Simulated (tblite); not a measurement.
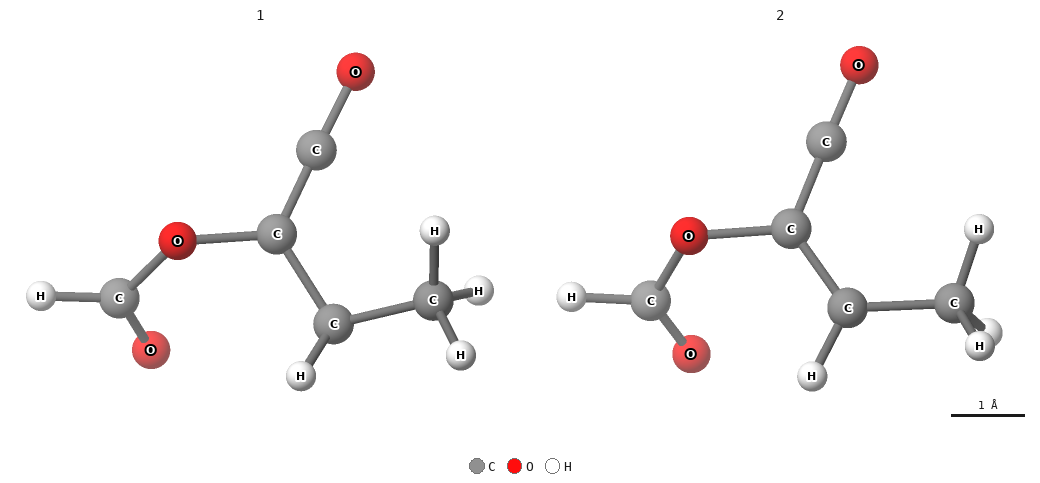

Two geometries of C5H5O3 (multiplicity 2), drawn at one scale. One is the start of a relaxation, the other its converged end. A ball-and-stick model, seen at a tilt.

Level of theory: GFN2-xTB geometry optimisation, gas phase (tblite 0.8.0). 

Which one is relaxed?

Structure 2 is the relaxed one. After 87 geometry steps the energy has fallen by 121.3 kJ/mol. The largest move after the best rigid fit is that of an H atom, 0.61 Å. By element the largest moves are H 0.61 Å, C 0.44 Å, O 0.32 Å. Some distances before and after: C–C 1.480 → 1.389 Å, C–O 1.240 → 1.168 Å, C–O 1.251 → 1.191 Å, C–O 1.379 → 1.328 Å. Bond angles that change, for instance: C–C–C 109.8° → 122.7°, C–C–H 107.1° → 119.0°, O–C–H 115.0° → 107.4°. The run took 0.34 s on 1 thread of Arm Neoverse V2, on a shared host.
